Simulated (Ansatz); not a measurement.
System: SiGe5.

The calculation's input:

```
crystal:
  lattice:
    - [6.543411935, 0.0, 0.0]
    - [0.0, 6.543411935, 0.0]
    - [0.0, 0.0, 3.4444680938]
  atoms:
    - { symbol: Si, position: [0.0, 0.0, 0.0] }
    - { symbol: Ge, position: [0.7925657762, 0.7925657762, 0.5] }
    - { symbol: Ge, position: [0.2074342238, 0.2074342238, 0.5] }
    - { symbol: Ge, position: [0.2074342238, 0.7925657762, 0.5] }
    - { symbol: Ge, position: [0.7925657762, 0.2074342238, 0.5] }
    - { symbol: Ge, position: [0.5, 0.5, 0.5] }
basis:
  ecutwfc: 420
kpoints:
  mp_grid: { grid: [6, 6, 10] }
  band_path:
    path:
      - [[0.0, 0.0, 0.0], [0.0, 0.5, 0.0], [0.5, 0.5, 0.0], [0.0, 0.0, 0.0], [0.0, 0.0, 0.5], [0.0, 0.5, 0.5], [0.5, 0.5, 0.5], [0.0, 0.0, 0.5]]
      - [[0.0, 0.5, 0.0], [0.0, 0.5, 0.5]]
      - [[0.5, 0.5, 0.0], [0.5, 0.5, 0.5]]
    npoints: 14
hamiltonian:
  xc: pbe
scf:
  occupations: { method: gaussian, width: 0.1 }
  n_extra_bands: 15
output:
  forces: true
  stress: true
  eigenvalues: true
  populations: true
  dos: { projected: true, de: 0.02, nscf_kmesh: { grid: [8, 8, 12] } }
  bader: true
  write_density: true
  write_potential: true
  elf: true
  volumetric_format: npy
```

Command:

```sh
ansatz run input.yaml --threads 1 --pin off --max-ram 2560MiB --backend cpu --events-out ev --progress --plain --runs-dir out
```

Below, planes, directions and counts refer to the conventional cell (a = 6.54 Å, b = 6.54 Å, c = 3.44 Å, α = 90.00°, β = 90.00°, γ = 90.00°).

Space group P4/mmm; a structure generated by program, which may or may not match a known phase.

Computed with DFT PBE, scalar-relativistic, plane waves, PAW (Ansatz).

Predict the valence pseudo-density and electron localisation function between the atoms.

Answer. Si–Ge (2.58 Å): ρ at the midpoint is about 0.36 e/Å³; the ELF peaks at about 0.75 in the valence shell of Si, 0.9 Å from its nucleus, and is about 0.65 at the midpoint.
Ge–Ge (2.71 Å): the density is about 0.31 e/Å³ at the midpoint; the ELF peaks at about 0.60 between the atoms.
Bader's partition of the density gives Si −0.03 and Ge −0.01 to +0.06 e.

What Bader charges does the calculation give?

Answer. Very little charge moves. Bader charges: Si −0.03 and Ge −0.01 to +0.06 e.

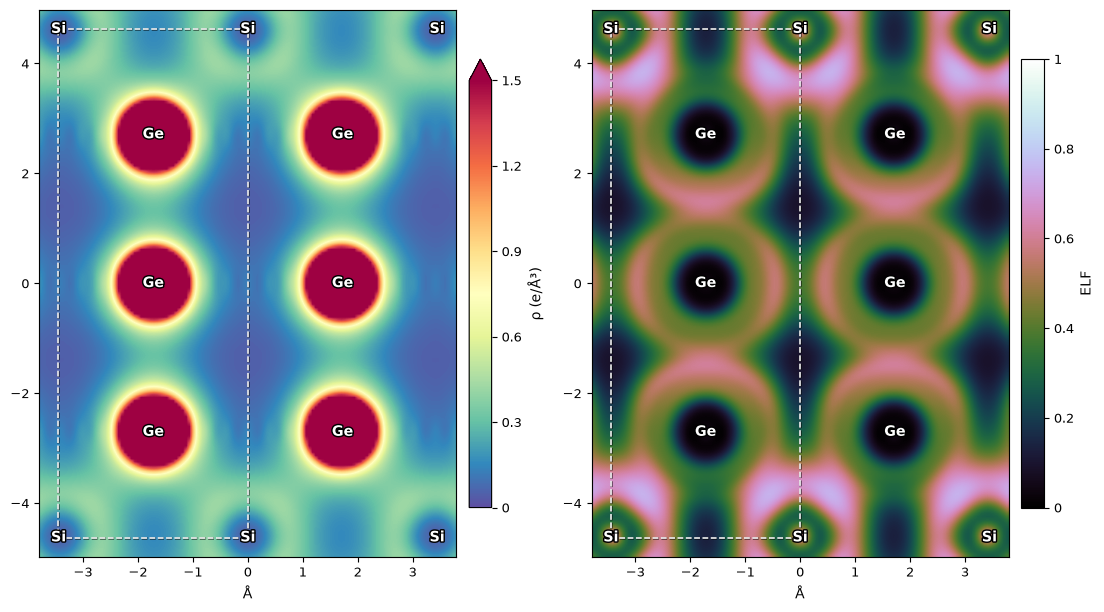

Computed valence pseudo-density and electron localisation function on the (110) plane of the conventional cell, in this order. 

Core electrons are frozen (PAW), and the valence fields are smoothed inside the atomic spheres.
